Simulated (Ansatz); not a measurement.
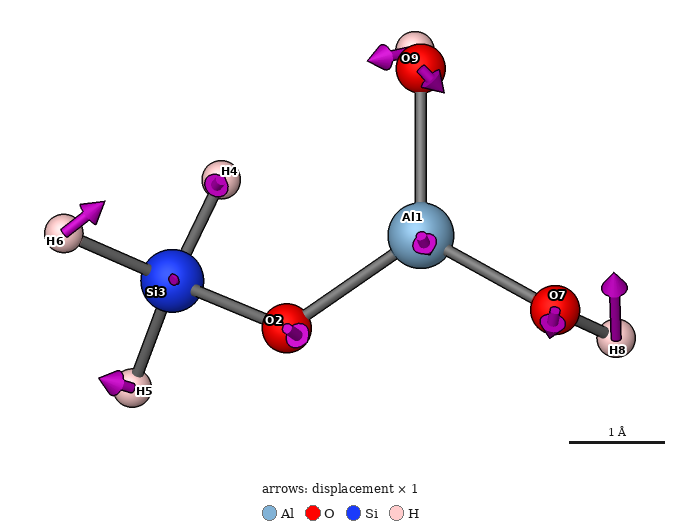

A relaxation of AlSiH$_{5}$O$_{3}$. The starting structure is drawn; purple arrows show the displacements, at their true length. The two geometries are superimposed by the best rigid fit.

The picture is a ball-and-stick view, seen at a tilt.

The run prepares the start of a later molecular dynamics calculation, from a guessed geometry.

Computed with RKS B3LYP/STO-3G in Ansatz.

Input
```yaml
crystal:
  periodic: [false, false, false]
  atoms:
    - { symbol: Al, position_ang: [0.0, 0.0, 0.0] }
    - { symbol: O, position_ang: [0.0, 0.0, 1.78] }
    - { symbol: Si, position_ang: [-1.3147, -0.4067, 2.7436] }
    - { symbol: H, position_ang: [-2.239, -1.2403, 1.9804] }
    - { symbol: H, position_ang: [-0.8506, -1.1432, 3.9157] }
    - { symbol: H, position_ang: [-1.9987, 0.8095, 3.1733] }
    - { symbol: O, position_ang: [1.5415, 0.0, -0.89] }
    - { symbol: H, position_ang: [1.8414, -0.9519, -1.0449] }
    - { symbol: O, position_ang: [-1.5415, 0.0, -0.89] }
    - { symbol: H, position_ang: [-2.0512, -0.8467, -0.6815] }
basis:
  gaussian: { orbitals: STO-3G }
hamiltonian:
  xc: b3lyp
relax:
  f_tol: 0.02
  max_steps: 40
output:
  orbitals: {}
```

Run as
```bash
ansatz run input.yaml --threads 1 --pin off --max-ram 2048MiB --backend cpu --events-out ev --progress --plain --runs-dir out
```

Describe the change and its energy.

Answer. The energy falls by 0.832 eV in 23 accepted moves (26 points after the start). Largest force component: 2.6 eV/Å at the start, 0.011 eV/Å at the end. The line search rejected the trial steps at points 15, 17, 20 of the run. The forces were under the threshold at step 13, but the run went on from there. The atom that moves furthest after the best rigid fit is H8 (1.00 Å). Largest moves by element: H 1.00 Å, O 0.50 Å, Al 0.37 Å, Si 0.10 Å. Some distances before and after: Al1–O2 1.780 → 1.690 Å, Al1–O7 1.780 → 1.706 Å, O7–H8 1.010 → 1.024 Å, Si3–H4 1.460 → 1.455 Å. Among the angles between lasting bonds that change: O2–Al1–O9 120.0° → 126.4°, Al1–O7–H8 109.5° → 104.3°, O2–Al1–O7 120.0° → 115.7°. Groups turn about Al1–O7 by about 90°, Al1–O9 by about 60°, O2–Si3 by about 35°.

Limits of the set-up: STO-3G is a minimal basis, so the numbers are rough.
